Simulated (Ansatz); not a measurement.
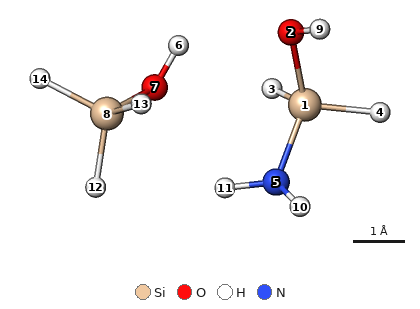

Fig. 1: The structure as given in the input (ball-and-stick view, seen at a tilt; atoms are numbered from 1 in the order of the input).

Geometry relaxation of Si2NH9O2 (part 1 of 2)

Si2NH9O2, computed with UKS PBE/def2-SVP (Ansatz 0.2.0).

It belongs to a series of runs on one base structure; here: end point A relaxed. Figures and captions count atoms from 1; the log counts them from 0 in places.

Output
```
The last accepted step is kept in [file] (removed where the run ends without a failure and the disk answers)
Engine: ansatz 0.2.0, aarch64-unknown-linux-gnu
Functional definition: PBE
  parameter kappa = 0.804
  parameter beta = 0.06672455060314922
  exchange = pbe_x(kappa = kappa, mu = beta*pi^2/3)
  correlation = pbe_c(beta = beta)
1372 factors; their error is unknown
mean field evaluation 1: about -21449.1195 eV, gradient 6.4e1 eV
mean field evaluation 2: about -21388.1135 eV, gradient 1.3e2 eV
mean field evaluation 4: about -21463.7317 eV, gradient 1.3e1 eV
mean field evaluation 8: about -21464.3281 eV, gradient 3.1e-1 eV
mean field evaluation 16: about -21464.2415 eV, gradient 1.5e-4 eV
mean field -21464.24153631 eV, -788.7963274738 hartree, gradient 3.1e-5 eV, S^2 0.000000; 0 other end points of the search recorded, 0 dependent functions left out
the calculation of the forces begins
reference -21464.24158053 eV, -788.7963290991 hartree; 30, 30 occupied and 93, 93 virtual orbitals, 1372 factors
relax step   1: F+E_penalty+E_count = -21464.24153631 eV  Δ(F+E_penalty+E_count) = +0.000e0 eV  max|allowed force component| = 7.584e-1 eV/Å  Δτ_max = 0.0000 Å  (30 SCF iters, accepted)
these checks for a lower state are left out or cut short: starts, cluster_reference, orbital_swaps, neighbouring_geometries, increment
1372 factors; their error is unknown
mean field -21464.31917464 eV, -788.7991806299 hartree, gradient 8.2e-6 eV, S^2 0.000000; 0 other end points of the search recorded, 0 dependent functions left out
[... from here on the field's lines of each further geometry are left out, up to the last ...]
relax step   2: F+E_penalty+E_count = -21464.31917464 eV  Δ(F+E_penalty+E_count) = -7.764e-2 eV  max|allowed force component| = 7.683e-1 eV/Å  Δτ_max = 0.1947 Å  (30 SCF iters, accepted)
relax step   3: F+E_penalty+E_count = -21464.35028540 eV  Δ(F+E_penalty+E_count) = -3.111e-2 eV  max|allowed force component| = 9.842e-1 eV/Å  Δτ_max = 0.1943 Å  (30 SCF iters, accepted)
relax step   4: F+E_penalty+E_count = -21464.34510158 eV  Δ(F+E_penalty+E_count) = +5.184e-3 eV  max|allowed force component| = 5.409e-1 eV/Å  Δτ_max = 0.1999 Å  (30 SCF iters, rejected (line search))
relax step   5: F+E_penalty+E_count = -21464.38708279 eV  Δ(F+E_penalty+E_count) = -3.680e-2 eV  max|allowed force component| = 1.025e-1 eV/Å  Δτ_max = 0.0972 Å  (29 SCF iters, accepted)
relax step   6: F+E_penalty+E_count = -21464.39426292 eV  Δ(F+E_penalty+E_count) = -7.180e-3 eV  max|allowed force component| = 8.679e-2 eV/Å  Δτ_max = 0.0862 Å  (29 SCF iters, accepted)
relax step   7: F+E_penalty+E_count = -21464.39789064 eV  Δ(F+E_penalty+E_count) = -3.628e-3 eV  max|allowed force component| = 2.001e-1 eV/Å  Δτ_max = 0.1364 Å  (29 SCF iters, accepted)
relax step   8: F+E_penalty+E_count = -21464.40049506 eV  Δ(F+E_penalty+E_count) = -2.604e-3 eV  max|allowed force component| = 7.129e-2 eV/Å  Δτ_max = 0.0438 Å  (30 SCF iters, accepted)
relax step   9: F+E_penalty+E_count = -21464.40309136 eV  Δ(F+E_penalty+E_count) = -2.596e-3 eV  max|allowed force component| = 7.671e-2 eV/Å  Δτ_max = 0.0685 Å  (29 SCF iters, accepted)
relax step  10: F+E_penalty+E_count = -21464.40520990 eV  Δ(F+E_penalty+E_count) = -2.119e-3 eV  max|allowed force component| = 5.951e-2 eV/Å  Δτ_max = 0.0684 Å  (30 SCF iters, accepted)
relax step  11: F+E_penalty+E_count = -21464.40663905 eV  Δ(F+E_penalty+E_count) = -1.429e-3 eV  max|allowed force component| = 6.871e-2 eV/Å  Δτ_max = 0.0936 Å  (30 SCF iters, accepted)
relax step  12: F+E_penalty+E_count = -21464.40758384 eV  Δ(F+E_penalty+E_count) = -9.448e-4 eV  max|allowed force component| = 5.948e-2 eV/Å  Δτ_max = 0.0424 Å  (30 SCF iters, accepted)
relax step  13: F+E_penalty+E_count = -21464.40902931 eV  Δ(F+E_penalty+E_count) = -1.445e-3 eV  max|allowed force component| = 4.035e-2 eV/Å  Δτ_max = 0.0880 Å  (29 SCF iters, accepted)
relax step  14: F+E_penalty+E_count = -21464.40972680 eV  Δ(F+E_penalty+E_count) = -6.975e-4 eV  max|allowed force component| = 7.044e-2 eV/Å  Δτ_max = 0.0997 Å  (29 SCF iters, accepted)
relax step  15: F+E_penalty+E_count = -21464.41026037 eV  Δ(F+E_penalty+E_count) = -5.336e-4 eV  max|allowed force component| = 5.952e-2 eV/Å  Δτ_max = 0.0405 Å  (30 SCF iters, accepted)
relax step  16: F+E_penalty+E_count = -21464.41115398 eV  Δ(F+E_penalty+E_count) = -8.936e-4 eV  max|allowed force component| = 4.278e-2 eV/Å  Δτ_max = 0.0408 Å  (30 SCF iters, accepted)
relax step  17: F+E_penalty+E_count = -21464.41202067 eV  Δ(F+E_penalty+E_count) = -8.667e-4 eV  max|allowed force component| = 3.625e-2 eV/Å  Δτ_max = 0.0865 Å  (29 SCF iters, accepted)
relax step  18: F+E_penalty+E_count = -21464.41231853 eV  Δ(F+E_penalty+E_count) = -2.979e-4 eV  max|allowed force component| = 4.183e-2 eV/Å  Δτ_max = 0.0559 Å  (30 SCF iters, accepted)
the calculation of the forces begins
reference -21464.41256013 eV, -788.8026124833 hartree; 30, 30 occupied and 93, 93 virtual orbitals, 1372 factors
relax step  19: F+E_penalty+E_count = -21464.41251467 eV  Δ(F+E_penalty+E_count) = -1.961e-4 eV  max|allowed force component| = 2.673e-2 eV/Å  Δτ_max = 0.0278 Å  (30 SCF iters, accepted)
1372 factors; their error is unknown
mean field evaluation 160: about -21464.4125 eV, gradient 2.1e-3 eV
```

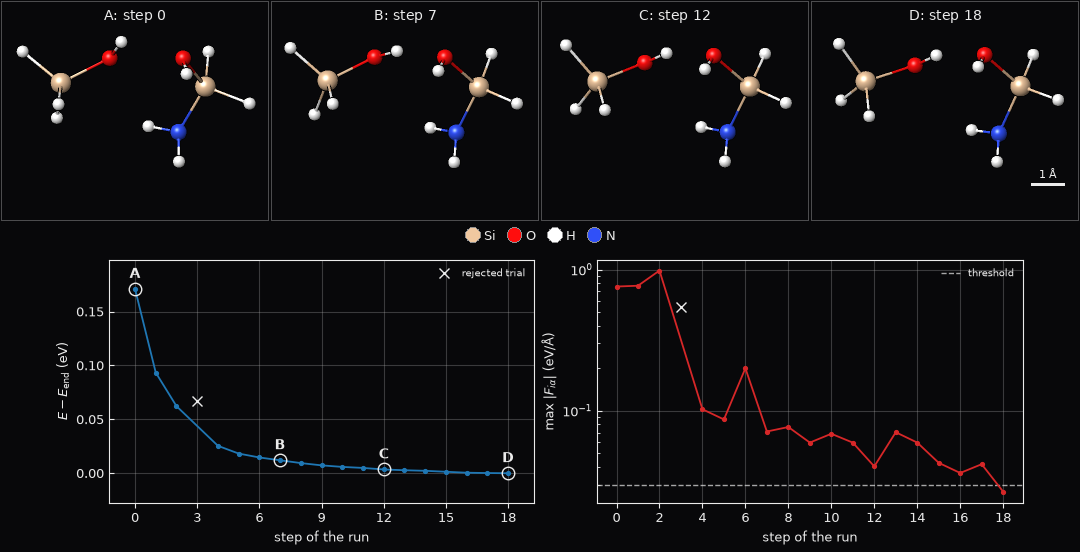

Fig. 2: Frames of the relaxation (ball-and-stick view, seen at a tilt) above the curves, on which the letters mark them (the first geometry is step 0 here and step 1 in the log).

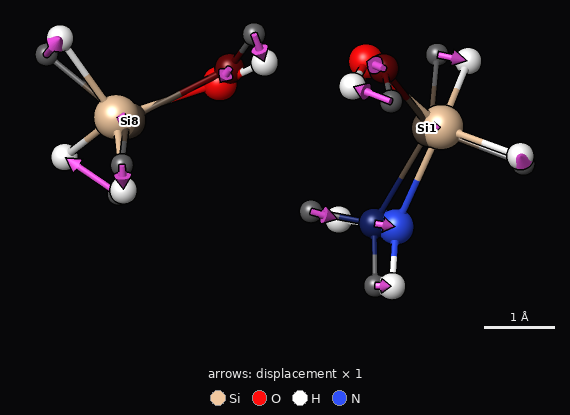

Fig. 3: Start (faint) and end (solid) with the displacements as pink arrows, at true length (ball-and-stick view, seen at a tilt). The two geometries are laid on each other by the best rigid fit. The largest move after the best rigid fit is that of H12, 0.95 Å. By element the largest moves are H 0.95 Å, O 0.47 Å, N 0.32 Å, Si 0.19 Å. Among the contacts that change: Si1–O2 1.745 → 1.720 Å, H6–O7 0.975 → 0.993 Å, O7–Si8 1.686 → 1.675 Å, Si1–H4 1.509 → 1.503 Å. Among the angles that change: O2–Si1–N5 120.5° → 116.0°, O2–Si1–H4 106.2° → 108.5°. After 18 geometry steps the energy has fallen by 0.171 eV. Largest force component: 0.76 eV/Å at the start, 0.027 eV/Å at the end. The line search rejected the trial step at point 3 (counted from 0) and went back. (Atoms are counted from 1 in the order of the input.)

```
mean field -21464.41251467 eV, -788.8026108128 hartree, gradient 1.7e-5 eV, S^2 0.000000; 1 other end points of the search recorded, 0 dependent functions left out
the calculation of the forces begins
reference -21464.41256013 eV, -788.8026124833 hartree; 30, 30 occupied and 93, 93 virtual orbitals, 1372 factors
Total energy: -21464.41256013 eV, -788.8026124833 hartree
Atom 0 at    -1.971630    -0.735466    -0.288390 Å, force    -0.003948     0.016811    -0.008927 eV/Å
Atom 1 at    -0.826150    -1.322054     0.853329 Å, force     0.006068     0.007661     0.018281 eV/Å
Atom 2 at    -1.863247    -1.750597    -1.377452 Å, force     0.001005     0.003590     0.004442 eV/Å
Atom 3 at    -3.321355    -0.691824     0.371030 Å, force     0.003510    -0.001301    -0.001722 eV/Å
Atom 4 at    -1.669826     0.843373    -0.923472 Å, force     0.004738    -0.000809     0.014076 eV/Å
Atom 5 at     0.722867    -0.850335     0.072915 Å, force    -0.001769    -0.003197     0.010306 eV/Å
Atom 6 at     1.359399    -0.359091    -0.509410 Å, force     0.025353     0.026726     0.008356 eV/Å
Atom 7 at     2.519893     0.552501     0.283686 Å, force    -0.005106    -0.003450    -0.012394 eV/Å
Atom 8 at    -0.903946    -0.927806     1.742022 Å, force    -0.000923    -0.007319    -0.023775 eV/Å
Atom 9 at    -1.971131     1.672663    -0.405850 Å, force     0.002331    -0.011983    -0.009372 eV/Å
Atom 10 at    -0.758583     1.000548    -1.368567 Å, force    -0.010712    -0.005593     0.004803 eV/Å
Atom 11 at     3.245758     1.342443    -0.767836 Å, force    -0.015784    -0.013253     0.018349 eV/Å
Atom 12 at     1.915896     1.517819     1.283488 Å, force     0.008349    -0.015621    -0.017328 eV/Å
Atom 13 at     3.522254    -0.292175     1.034407 Å, force    -0.013112     0.007738    -0.005095 eV/Å
Dipole moment:    -0.289253     0.281893     0.420549 e Å
```

Trajectory as extended XYZ (Å, eV, eV/Å), 19 frames, from step=1 to step=19
```
14
Properties=species:S:1:pos:R:3:forces:R:3 step=1 energy=-21464.24154
Si   -1.8246   -0.6664   -0.3030   -0.0018  -0.3108   0.6390
O    -1.1700   -1.2968    1.1865   -0.0579   0.3219  -0.7584
H    -1.4225   -1.6990   -1.3047    0.0066   0.0284   0.0363
H    -3.3177   -0.5791   -0.1020    0.0400   0.0048  -0.0157
N    -1.3536    0.8984   -0.8790    0.0993   0.0429   0.0990
H     0.9375   -1.2008    0.3799   -0.3088  -0.0892   0.1987
O     1.2549   -0.6190   -0.3348    0.3032   0.1106  -0.0985
Si    2.3805    0.5392    0.1493   -0.0107  -0.0072   0.0114
H    -1.5539   -0.8806    1.9799    0.0363  -0.0002  -0.0457
H    -1.7170    1.7490   -0.4384    0.0051  -0.0696  -0.0563
H    -0.3696    1.0090   -1.1500   -0.1178  -0.0052   0.0064
H     2.3584    1.5985   -0.9150    0.0103  -0.0101  -0.0115
H     2.0230    1.1678    1.4740   -0.0022  -0.0173  -0.0031
H     3.7749   -0.0203    0.2572   -0.0016   0.0010  -0.0015
14
Properties=species:S:1:pos:R:3:forces:R:3 step=2 energy=-21464.31918
Si   -1.8719   -0.6677   -0.3172    0.2417  -0.2096   0.1798
O    -1.0507   -1.2780    1.0899   -0.2952   0.3293  -0.2827
H    -1.4839   -1.6862   -1.3364   -0.0615   0.0103  -0.0212
H    -3.3553   -0.6067   -0.0490    0.1020  -0.0526   0.1170
N    -1.4578    0.9046   -0.9165    0.1035  -0.0557   0.0934
H     0.8174   -1.0886    0.4601    0.1243   0.3715  -0.6586
O     1.3083   -0.6411   -0.2924   -0.1775  -0.2972   0.7683
Si    2.4376    0.5103    0.1963   -0.1532  -0.1107  -0.1688
H    -1.3679   -0.8762    1.9226    0.0969  -0.0603  -0.0912
H    -1.8081    1.7486   -0.4560    0.0081  -0.0115  -0.0439
H    -0.4937    1.0295   -1.2475   -0.0822   0.0152   0.0409
H     2.4338    1.5561   -0.8827    0.0761   0.0574   0.0175
H     2.0652    1.1519    1.5101    0.0038   0.0026   0.0250
H     3.8273   -0.0564    0.3186    0.0132   0.0114   0.0246
14
Properties=species:S:1:pos:R:3:forces:R:3 step=3 energy=-21464.35029
Si   -1.8658   -0.6830   -0.3269    0.0918  -0.0410   0.0286
O    -0.9841   -1.2644    1.0520   -0.2297   0.2527  -0.1622
H    -1.5054   -1.6977   -1.3593   -0.0500  -0.0001   0.0095
H    -3.3350   -0.6388    0.0115    0.1135  -0.0560   0.0820
N    -1.4822    0.8967   -0.9262    0.0976  -0.1059   0.0885
H     0.6711   -0.9625    0.4388    0.5545   0.2128  -0.8029
O     1.3074   -0.6458   -0.2916   -0.4602  -0.1719   0.9842
Si    2.4453    0.4882    0.2145   -0.1739  -0.1217  -0.2427
H    -1.2640   -0.8527    1.8926    0.0723  -0.0477  -0.0546
H    -1.8451    1.7350   -0.4661   -0.0009  -0.0022  -0.0261
H    -0.5242    1.0398   -1.2668   -0.0697   0.0158   0.0130
H     2.4912    1.5402   -0.8604    0.0861   0.0770   0.0408
H     2.0634    1.1358    1.5233   -0.0174   0.0061   0.0264
H     3.8278   -0.0908    0.3645   -0.0140  -0.0178   0.0154
14
Properties=species:S:1:pos:R:3:forces:R:3 step=4 energy=-21464.34510 accepted=F
Si   -1.9112   -0.6976   -0.3278    0.0195   0.0513   0.4510
O    -0.9353   -1.1773    0.9970   -0.0132  -0.3337   0.1234
H    -1.6680   -1.7354   -1.3646    0.0398  -0.0528  -0.0453
H    -3.3300   -0.6510    0.1670   -0.0257   0.0313  -0.0856
N    -1.4799    0.8596   -0.8980   -0.0531   0.4137  -0.3464
H     0.6980   -0.9944    0.2433   -0.4065  -0.1381   0.5409
O     1.3784   -0.6551   -0.3688    0.4750   0.3134  -0.4998
Si    2.4387    0.4978    0.2238    0.1272   0.0254   0.2490
H    -1.1931   -0.8082    1.8637    0.0925  -0.0337  -0.1779
H    -1.8163    1.7152   -0.4515   -0.0255  -0.0424  -0.0180
H    -0.5575    0.9981   -1.3222   -0.0448  -0.0558   0.0016
H     2.6485    1.5941   -0.7961   -0.0761  -0.1425   0.0052
H     1.9316    1.1559    1.5005    0.0152  -0.1013  -0.1543
H     3.7962   -0.1016    0.5334   -0.1243   0.0653  -0.0440
14
Properties=species:S:1:pos:R:3:forces:R:3 step=5 energy=-21464.38708
Si   -1.8859   -0.6829   -0.3264    0.0218  -0.0680   0.0857
O    -0.9532   -1.2421    1.0130   -0.0937   0.0167  -0.0723
H    -1.6010   -1.7130   -1.3686   -0.0034   0.0208   0.0219
H    -3.3293   -0.6436    0.1027    0.0624   0.0194   0.0026
N    -1.4949    0.8862   -0.9314    0.0399   0.0317  -0.0304
H     0.6877   -0.9762    0.3760   -0.0190  -0.0132  -0.0574
O     1.3339   -0.6457   -0.3016    0.1025   0.0949   0.0812
Si    2.4462    0.4925    0.2300   -0.0459  -0.0668  -0.0599
H    -1.1943   -0.8397    1.8673    0.0256   0.0015  -0.0080
H    -1.8490    1.7346   -0.4843   -0.0064  -0.0130  -0.0110
H    -0.5554    1.0292   -1.3180   -0.0637  -0.0144   0.0164
H     2.5653    1.5634   -0.8251    0.0017  -0.0219   0.0383
H     2.0129    1.1380    1.5277    0.0031  -0.0003  -0.0153
H     3.8171   -0.1007    0.4385   -0.0249   0.0125   0.0081
14
Properties=species:S:1:pos:R:3:forces:R:3 step=6 energy=-21464.39426
Si   -1.9106   -0.6843   -0.3173   -0.0055   0.0000   0.0868
O    -0.9291   -1.2381    0.9840   -0.0377  -0.0105  -0.0141
H    -1.6755   -1.7249   -1.3608   -0.0041   0.0080   0.0148
H    -3.3300   -0.6183    0.1787    0.0338  -0.0022  -0.0162
N    -1.5314    0.8748   -0.9530    0.0450   0.0210  -0.0522
H     0.7025   -0.9806    0.3103   -0.0128  -0.0051   0.0055
O     1.3755   -0.6359   -0.3316    0.0463   0.0490   0.0178
Si    2.4659    0.4912    0.2564   -0.0407  -0.0019  -0.0381
H    -1.1261   -0.8271    1.8461    0.0282  -0.0062  -0.0428
H    -1.8678    1.7314   -0.5083   -0.0003  -0.0141  -0.0046
H    -0.6097    1.0097   -1.3821   -0.0491  -0.0014   0.0204
H     2.6230    1.5806   -0.7734    0.0110  -0.0237   0.0181
H     1.9856    1.1262    1.5434    0.0043  -0.0195  -0.0067
H     3.8279   -0.1047    0.5076   -0.0184   0.0067   0.0113
```
